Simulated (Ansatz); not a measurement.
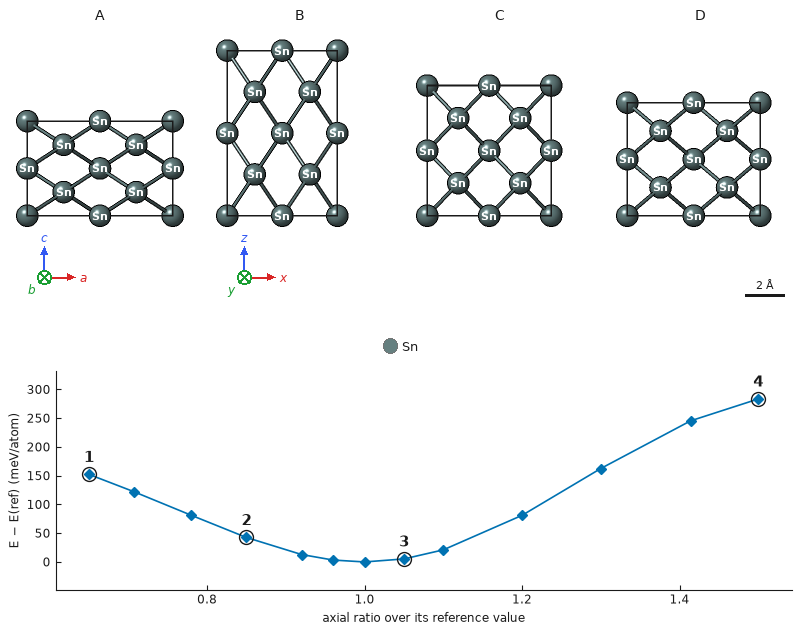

Energy scan for a crystal of Sn (Fd-3m), in which the ratio of the cell's length along z to its lengths across, counted as 1 for the reference, is changed at fixed volume (a tetragonal or Bain path), with the atoms kept at their fractional coordinates. x, y and z are the Cartesian axes of the input. The frames are shuffled; the numbered points of the plot belong to them. Style: ball-and-stick. Shown: the conventional cell (4 times the calculation's cell), along the b axis. Lengths and directions refer to the drawn axes.

These are results of DFT PBE, scalar-relativistic, plane waves, PAW (Ansatz 0.2.0), not measurements. Settings: plane-wave cutoff 420 eV; k-point mesh 14 × 14 × 14; occupations gaussian; smearing width 0.15 eV; no spin polarisation. Energies (free energies at the smearing named) are counted from the cell as listed in its source, which wasn't relaxed.

**Match the frames to the points.**

Point 1 is frame A (the relative ratio 0.65, 152.2 meV/atom); 2 is frame D (the relative ratio 0.85, 42.5 meV/atom); 3 is frame C (the relative ratio 1.05, 5.2 meV/atom); 4 is frame B (the relative ratio 1.50, 283.4 meV/atom). The lowest computed point lies at the relative ratio 1.00 (0.0 meV/atom). At the ends of the scan the energy is 152.2 meV/atom (0.65) and 283.4 meV/atom (1.50). The unrelaxed reference is under a pressure of 3.2 GPa. The distortion takes the space group from Fd-3m to I4_1/amd. At the relative ratio 1.50 the cell of the drawing goes a 6.491 → 5.671 Å, b 6.491 → 5.671 Å, c 6.491 → 8.506 Å.
